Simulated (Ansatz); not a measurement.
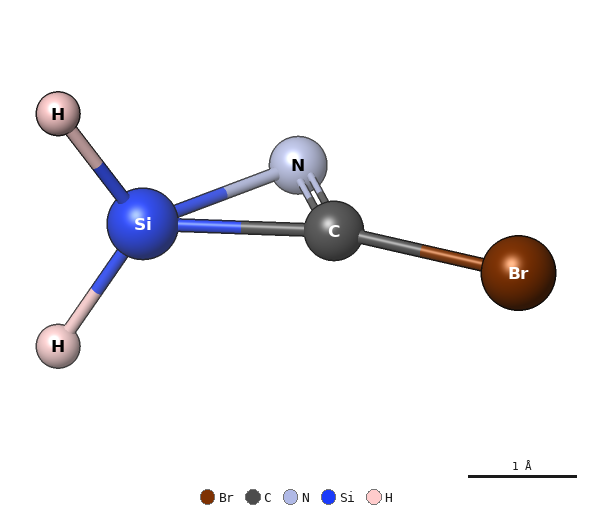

Distant atoms are faded towards the background colour. The geometry was computed by an optimisation with PBE0-D4/def2-TZVP. Masses are those of the most abundant isotopes; constants are for the rigid equilibrium geometry.

> What kind of rotor is it, and what are its rotational constants in cm⁻¹?

An asymmetric top (Cs): A = 0.634, B = 0.0515, C = 0.0485 cm⁻¹. Ray's parameter κ is −0.99, close to the prolate limit.
